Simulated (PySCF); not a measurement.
C7H11N (SMILES C[C@H]1C=CN=CCC1)

The calculation's input:

```
{"job": {"kind": "nmr", "xc": "PBE0", "basis": "pcSseg-1", "pop": false}, "charge": 0, "multiplicity": 1}
C     -1.506616    -0.468206     0.934878
C     -1.022456    -0.186410    -0.492362
C     -0.731178     1.274227    -0.714706
C      0.252181     1.943752    -0.112025
N      1.070095     1.456302     0.879156
C      1.524599     0.281013     0.921485
C      1.509396    -0.784198    -0.138505
C      0.180880    -1.059109    -0.880929
H     -1.757914    -1.521764     1.040434
H     -2.395515     0.122251     1.145768
H     -0.749566    -0.217537     1.671914
H     -1.837520    -0.471129    -1.169178
H     -1.396977     1.809376    -1.376130
H      0.391673     3.003986    -0.283380
H      2.091785     0.037944     1.816875
H      1.871614    -1.711348     0.308765
H      2.259367    -0.473936    -0.875024
H      0.345138    -0.931080    -1.953549
H     -0.098986    -2.104132    -0.723487
```

Run with:

```sh
OMP_NUM_THREADS=1 python ens_run.py task.json out
```

Geometry: GFN2-xTB.

All numbers below come from PySCF, PBE0/pcSseg-1, SCF density, gas phase, non-relativistic.

**What can the converged electron density and electron localisation function tell about the bonding?**

C–N (1.26 Å): ρ at the midpoint is about 2.8 e/Å³; the ELF peaks at about 0.90 between the atoms (a short, multiple covalent bond).
C–H (1.09 Å): ρ at the midpoint is about 2.1 e/Å³; the ELF climbs to about 1 towards the hydrogen, as it does in any bond to H; an ordinary covalent bond to hydrogen.
C–N (1.37 Å): ρ is about 2.2 e/Å³ halfway; the ELF peaks at about 0.95 between the atoms: a covalent bond.
C–C (1.50 Å): the density is about 1.7 e/Å³ at the midpoint; the ELF peaks at about 0.95 between the atoms, as expected for localised, covalent bonding.

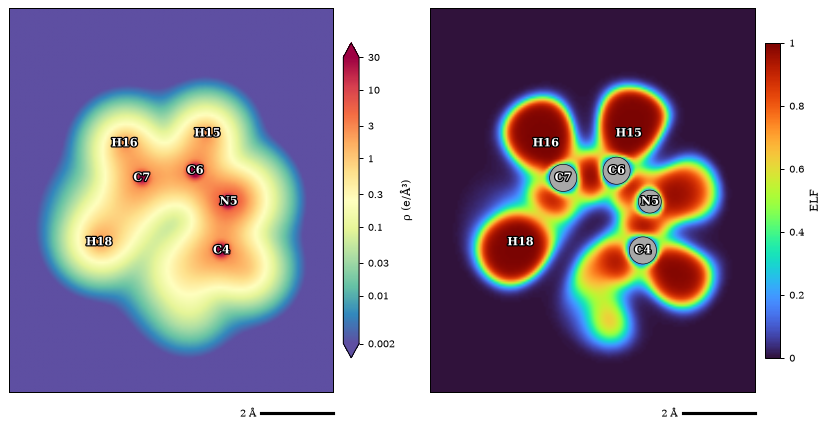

Computed electron density and electron localisation function on the plane of atoms N5, C6 and H15, in this order. Grey discs cover the atomic cores in the ELF map. 
